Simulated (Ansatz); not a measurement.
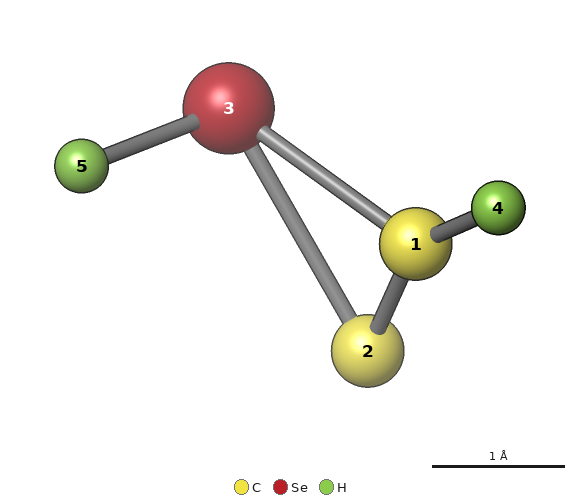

Orthographic view. Depth is shown by fading: the farther an atom, the more it takes the colour of the background. The computed structure is the end point of a PBE0-D4/def2-TZVP optimisation. No frequency run is at hand to confirm it as a minimum.

Write a Z-matrix (Å, degrees) in the order of the atom numbers, with these reference atoms: 2 to 1; 3 to 1, 2; 4 to 1, 2, 3; 5 to 3, 1, 4.

```
C  
C    1   1.295
Se   1   1.939   2    79.9
H    1   1.076   2   152.0   3  -178.2
H    3   1.480   1    98.9   4   -88.2
```
